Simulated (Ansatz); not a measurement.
C₄H₁₃AlSi (SMILES C[Si](C)(C)[CH2][AlH2])

Input file:

```
crystal:
  periodic: [false, false, false]
  atoms:
    - {symbol: C, position_ang: [-0.734187, -1.751509, -0.091425]}
    - {symbol: Si, position_ang: [0.356282, -0.225655, -0.166919]}
    - {symbol: C, position_ang: [2.156359, -0.755807, -0.130844]}
    - {symbol: C, position_ang: [0.021340, 0.701664, -1.763943]}
    - {symbol: C, position_ang: [-0.044126, 0.886155, 1.282187]}
    - {symbol: Al, position_ang: [-1.878311, 1.530016, 1.407600]}
    - {symbol: H, position_ang: [-0.581289, -2.301786, 0.841480]}
    - {symbol: H, position_ang: [-0.513701, -2.434029, -0.916687]}
    - {symbol: H, position_ang: [-1.793095, -1.485277, -0.157258]}
    - {symbol: H, position_ang: [2.396236, -1.405516, -0.977366]}
    - {symbol: H, position_ang: [2.822048, 0.110519, -0.175363]}
    - {symbol: H, position_ang: [2.386130, -1.304157, 0.786855]}
    - {symbol: H, position_ang: [0.624665, 1.611869, -1.827281]}
    - {symbol: H, position_ang: [-1.031438, 0.987881, -1.842270]}
    - {symbol: H, position_ang: [0.261726, 0.085495, -2.634604]}
    - {symbol: H, position_ang: [0.612608, 1.767676, 1.267866]}
    - {symbol: H, position_ang: [0.189774, 0.371691, 2.224950]}
    - {symbol: H, position_ang: [-2.967967, 1.141478, 0.314318]}
    - {symbol: H, position_ang: [-2.324852, 2.464690, 2.615103]}
basis:
  gaussian: {orbitals: def2-TZVPP}
hamiltonian: {xc: pbe0, dispersion: d4}
output: {orbitals: {seedname: orbitals}}
```

Command:

```sh
ansatz run in.yaml --threads 4 --pin off --events-out ev --progress --plain --max-ram 11315MiB
```

Geometry: PBE0-D4/def2-TZVP.

Theory: RKS PBE0-D4/def2-TZVPP in Ansatz.

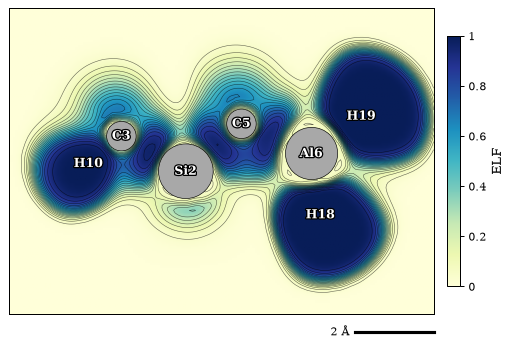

Figure 1. ELF on the plane of atoms C5, Al6 and H18. Grey discs cover the atomic cores.

**Read the bonding off the picture.**

- The plane passes through Si, C, Al and H nuclei.
- C–Si (1.87 Å): the ELF peaks at about 0.95 between the atoms (localised, covalent bonding).
- C–Al (1.95 Å): the ELF peaks at about 0.95 between the atoms, as expected for a shared but strongly polarised pair.
- C–H (1.09 Å): the ELF climbs to about 1 towards the hydrogen, as it does in any bond to H; an ordinary covalent bond to hydrogen.
- Al–H (1.59 Å): the ELF climbs to about 1 towards the hydrogen.

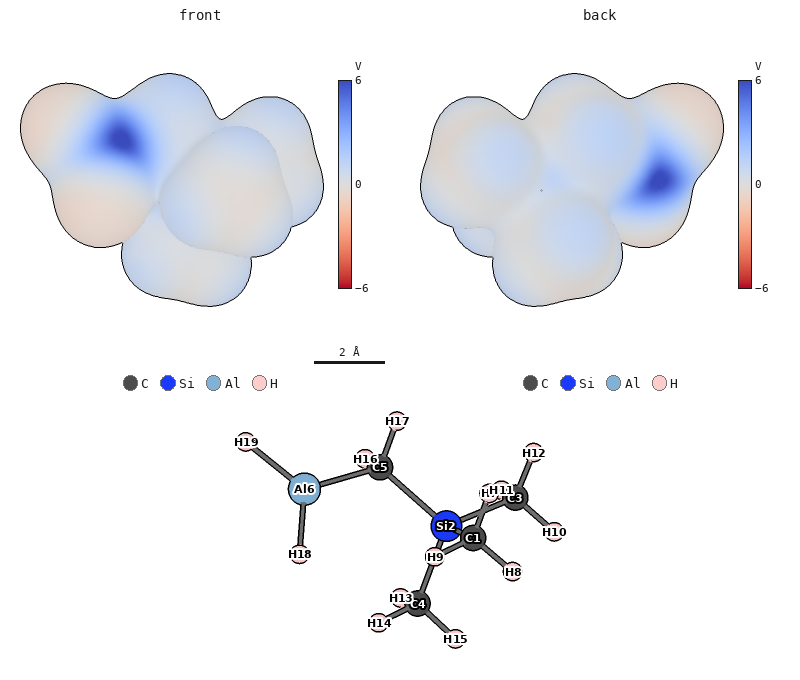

Figure 2. The electrostatic potential painted on the density surface at 0.004 e/bohr³, seen from the front and from behind; the colour scale runs from red (negative) to blue (positive). The bare structure is drawn below in the same view.

**Which sites attract a positive test charge, and which a negative one?**

A positive charge is drawn to the negative regions and a negative charge to the positive ones. The most negative region (about −0.5 V) lies over H18 and H19, the most positive (about +5.8 V) over Al6.

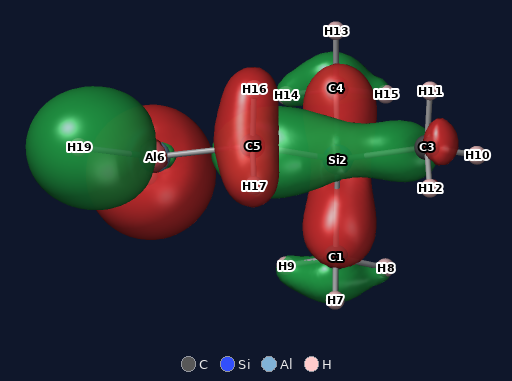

Figure 3. The HOMO−1 at ±0.1 Å⁻³ᐟ² (green and red are the two phases), seen from one side.

**Describe this orbital and give its energy.**

Its weight (Hirshfeld) is mainly on H18 (about 20 %), Al6 (about 20 %), H19 (about 15 %), C5 (about 10 %) and Si2 (about 10 %). Its energy is −8.04 eV.
